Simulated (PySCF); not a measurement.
```
atom    x (Å)    y (Å)    z (Å)
   C   3.2311  -0.1781  -0.4857
   C   1.8056  -0.5693  -0.1184
  Si   0.5509   0.7472  -0.6706
   N  -1.0081   0.2846  -0.0749
   C  -1.5437  -1.0170  -0.0107
   N  -2.8413  -0.8891   0.5287
   C  -3.1559   0.4487   0.5262
   C  -2.0587   1.1483   0.1889
   H   3.3222  -0.0320  -1.5595
   H   3.5106   0.7522   0.0031
   H   3.9418  -0.9469  -0.1855
   H   1.5730  -1.5274  -0.5862
   H   1.7460  -0.7273   0.9601
   H   0.6235   0.8536  -2.1430
   H   0.7829   2.0691  -0.0786
   H  -0.9135  -1.8000   0.3808
   H  -3.5290  -1.6119   0.3944
   H  -4.1310   0.7972   0.8039
   H  -1.9160   2.2074   0.1347
```

Geometry: GFN2-xTB.

Theory: UKS B3LYP, pcH-1 on C H N Si, non-relativistic, mean-field spin-orbit, GIAO in PySCF 2.14.0, density-fitted response routines.

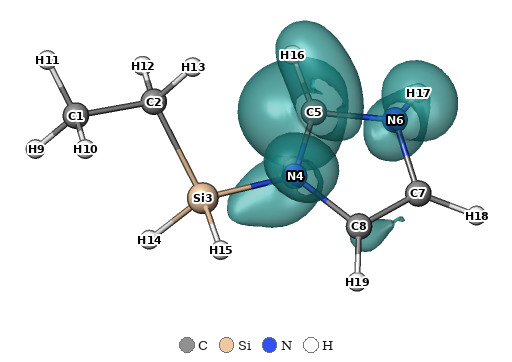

C$_{5}$H$_{11}$N$_{2}$Si (SMILES CC[SiH2]N1[CH]NC=C1) (doublet). Isosurfaces of the spin density (α minus β) at +0.02 (teal) and −0.02 e/Å³ (pink), seen at a tilt.

Q: Describe the spin distribution.

A: The unpaired spin (1 electron) lies mostly on C5 (about 0.5), N6 (about 0.2) and N4 (about 0.2), in electrons by Hirshfeld's partition.
